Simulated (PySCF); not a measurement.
# Solver options tried on H3OTa

Aim: find out which solver settings change the answer for H3OTa.

Computed with PySCF 2.14.0. Level: method and basis as typed in the scripts.

## (1) The starting structure

H3OTa: 5 atoms, charge 0, spin multiplicity 1.

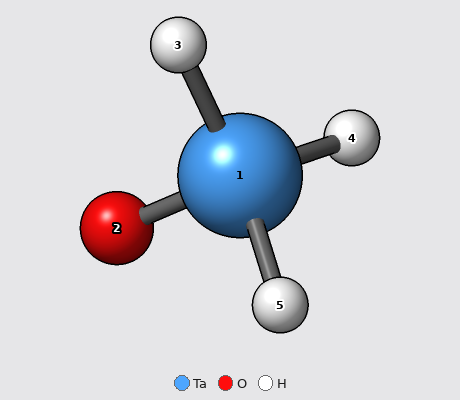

Start geometry, drawn with tantalum blue, oxygen red, hydrogen white; atoms are numbered from 1 in the order of the file.

## (2) Base script

The input, input.py:

```python
from pyscf import gto, scf, mp

mol = gto.M(
    atom='Ta 0 0.1033 0.0731; O 0 -1.2504 -0.8845; H 1.4712 -0.0568 1.0002; H -1.4712 -0.0568 1.0002; H 0 1.4147 -1.0801',
    basis='sbkjc',
    ecp={'Ta': 'sbkjc', 'O': 'sbkjc'},
    charge=0,
    spin=0,
    verbose=4,
)
mf = scf.RHF(mol)
mf.level_shift = 0.3
mf.kernel()
mp.MP2(mf).kernel()
mf.dip_moment()
print('orbital energies (hartree):', mf.mo_energy[..., max(0, mol.nelec[1]-3):mol.nelec[0]+3].round(4))
```

On the command line:

```bash
$ OMP_NUM_THREADS=1 python input.py
```

Its log is not repeated here.

In short: E(SCF) = -74.524991 Eh, 13 cycles, E(MP2) − E(SCF) = -0.34012 Eh, μ = 3.72 D (of the SCF density).

## (3) Convergence threshold 1e-05 hartree

Variant 1 changes convergence threshold: default → 1e-05 hartree.

The input, input.py:

```python
from pyscf import gto, scf, mp

mol = gto.M(
    atom='Ta 0 0.1033 0.0731; O 0 -1.2504 -0.8845; H 1.4712 -0.0568 1.0002; H -1.4712 -0.0568 1.0002; H 0 1.4147 -1.0801',
    basis='sbkjc',
    ecp={'Ta': 'sbkjc', 'O': 'sbkjc'},
    charge=0,
    spin=0,
    verbose=4,
)
mf = scf.RHF(mol)
mf.conv_tol = 1e-05
mf.level_shift = 0.3
mf.kernel()
mp.MP2(mf).kernel()
mf.dip_moment()
print('orbital energies (hartree):', mf.mo_energy[..., max(0, mol.nelec[1]-3):mol.nelec[0]+3].round(4))
```

On the command line:

```bash
$ OMP_NUM_THREADS=1 python input.py
```

## (4) Convergence threshold 1e-13 hartree

Variant 2 changes convergence threshold: default → 1e-13 hartree.

Edit input.py of step 2 so:

```diff
@@ -11,2 +11,3 @@
 mf = scf.RHF(mol)
+mf.conv_tol = 1e-13
 mf.level_shift = 0.3
```

**Question.** What will these runs give? Wanted: for each run, E(SCF); from base; gap; SCF dipole; after the SCF.

The runs gave:

| run | E(SCF) (hartree) | from base (eV) | cycles | gap (eV) | SCF dipole (D) | after the SCF |
| --- | --- | --- | --- | --- | --- | --- |
| base | -74.524991 | 0 | 13 | 13.22 | 3.72 | MP2 correlation -9.255 eV |
| convergence threshold 1e-05 hartree | -74.524990 | 0.0000 | 8 | 13.22 | 3.72 | MP2 correlation -9.257 eV |
| convergence threshold 1e-13 hartree | -74.524991 | 0.0000 | 18 | 13.22 | 3.72 | MP2 correlation -9.255 eV |

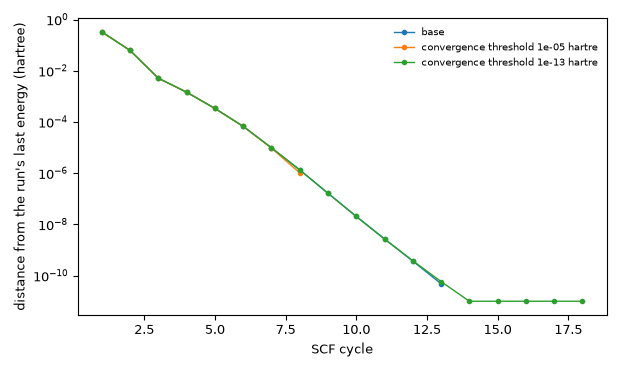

Convergence of the SCF energy, run by run.

In words: The SCF energy stays the same, to the digits that matter, with convergence threshold 1e-05 hartree or convergence threshold 1e-13 hartree.
